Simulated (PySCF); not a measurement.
**C2H12NPSi2 (SMILES CC[SiH2]N[SiH2]P): density, localisation and related maps**

```xyz
18

C    -1.4551    1.2417   -0.0688
C    -2.0474   -0.1096   -0.4503
Si   -0.7645   -1.3068   -1.1951
N     0.6132   -1.4959   -0.1427
Si    1.9146   -0.4374    0.2657
P     1.8938    1.2633   -1.1906
H    -2.2186    1.9098    0.3290
H    -0.6839    1.1154    0.6902
H    -0.9987    1.7201   -0.9342
H    -2.5073   -0.5556    0.4345
H    -2.8537    0.0451   -1.1695
H    -1.3361   -2.6538   -1.2989
H    -0.2857   -0.8135   -2.4870
H     0.6194   -2.3526    0.3855
H     3.1720   -1.1925    0.1683
H     1.7734    0.0443    1.6506
H     1.8845    2.2566   -0.2265
H     3.2712    1.3278   -1.3014
```

Geometry: GFN2-xTB.

All numbers below come from PBE0/pcSseg-1, SCF density, gas phase, non-relativistic (PySCF).

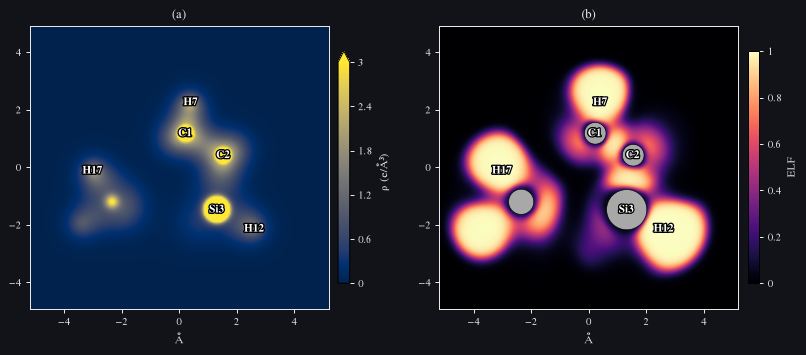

Figure 1. (a) total electron density; (b) ELF on the plane of atoms C2, C1 and H7. Grey discs cover the atomic cores in the ELF map.

Q: Describe what can be read from this map.

A: The plane passes through C, Si and H nuclei.
C–C (1.52 Å): ρ is about 1.6 e/Å³ halfway; the ELF peaks at about 0.95 between the atoms, as expected for localised, covalent bonding.
C–Si (1.91 Å): the density is about 0.93 e/Å³ at the midpoint; the ELF peaks at about 0.95 between the atoms, as expected for a covalent bond.
C–H (1.09 Å): the density is about 2 e/Å³ at the midpoint; the ELF climbs to about 1 towards the hydrogen, as it does in any bond to H: an ordinary covalent bond to hydrogen.

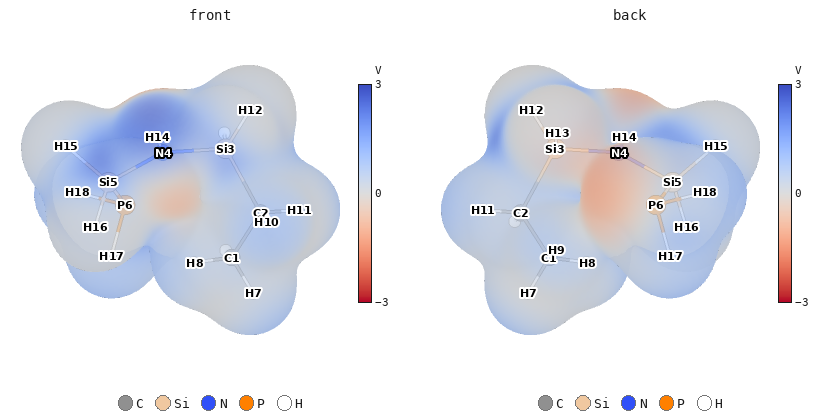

Figure 2. The electrostatic potential painted on the density surface at 0.004 e/bohr³, seen from the front and from behind; red is negative and blue positive.

Q: Describe the electrostatic potential map.

A: The most negative region (about −1.1 V, or −25 kcal/mol for a unit charge) lies over P6, the most positive (about +2.2 V, or +51 kcal/mol for a unit charge) over H14.
